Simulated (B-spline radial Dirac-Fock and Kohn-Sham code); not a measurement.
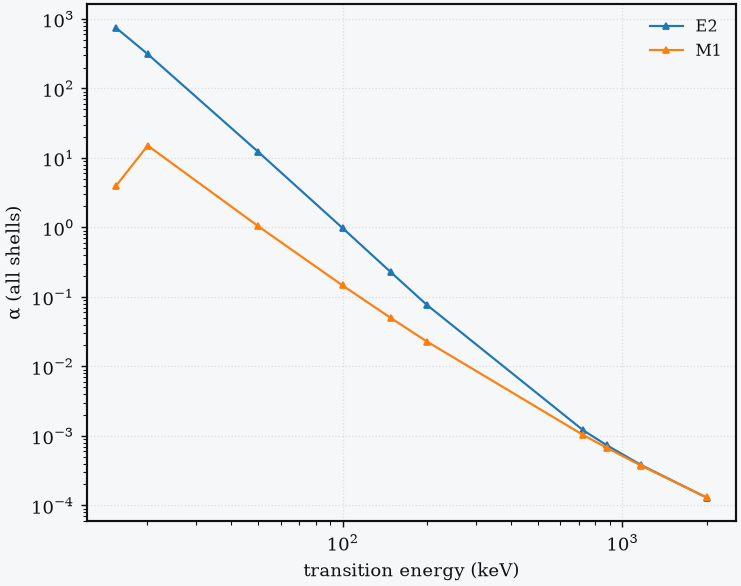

Fig. 1. Total internal conversion coefficients against transition energy, at the marked points and joined by straight lines (also across edges). The total sums all shells and leaves out internal pair formation. The figure is for rubidium (Z = 37). Level of theory: a Dirac–Hartree–Slater potential of the neutral atom, no hole, surface-current nucleus; calculated with a radial B-spline solver.

E2 goes from 743 at 15.5 keV to 1.29 × 10⁻⁴ at 2000 keV; M1 goes from 3.98 at 15.5 keV to 1.30 × 10⁻⁴ at 2000 keV.
